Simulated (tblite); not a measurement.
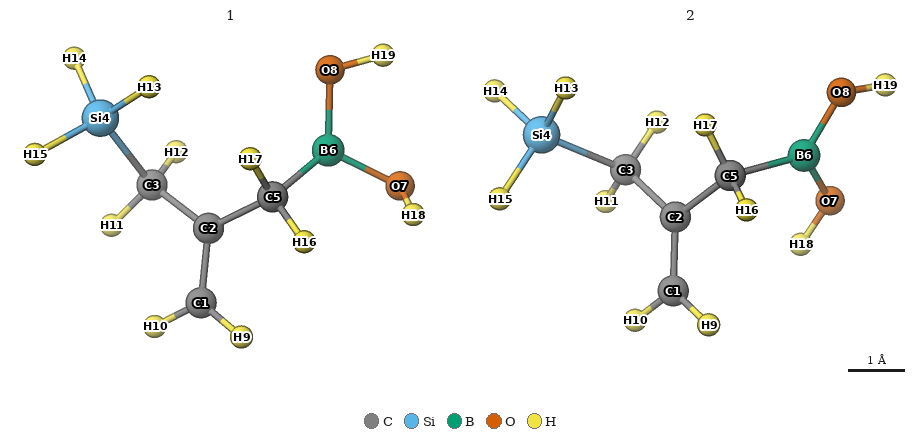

Two geometries of C$_{4}$H$_{11}$BO$_{2}$Si, drawn at one scale. One is the start of a relaxation, the other its converged end. A ball-and-stick model, seen face on.

Theory: GFN2-xTB geometry optimisation, gas phase in tblite. 

**Which one is relaxed?**

Structure 2 is the relaxed one. The largest move after the best rigid fit is that of H18, 1.95 Å. Largest moves by element: H 1.95 Å, O 1.08 Å, C 0.48 Å, Si 0.46 Å, B 0.45 Å. Among the contacts that change: B6–O8 1.463 → 1.347 Å, B6–O7 1.468 → 1.359 Å, O7–H18 1.001 → 0.959 Å, C3–H12 1.128 → 1.091 Å. Bond angles that change, for instance: C3–C2–C5 125.6° → 115.6°, B6–O7–H18 105.6° → 115.0°, B6–O8–H19 107.6° → 114.3°. Groups turn about C3–Si4 by about 30°, C2–C5 by about 25°, C2–C3 by about 25°. After 196 geometry steps the energy has fallen by 1.631 eV. Cost: 4.2 s on 1 thread of Intel(R) Xeon(R) Processor @ 2.50GHz, on a shared host.
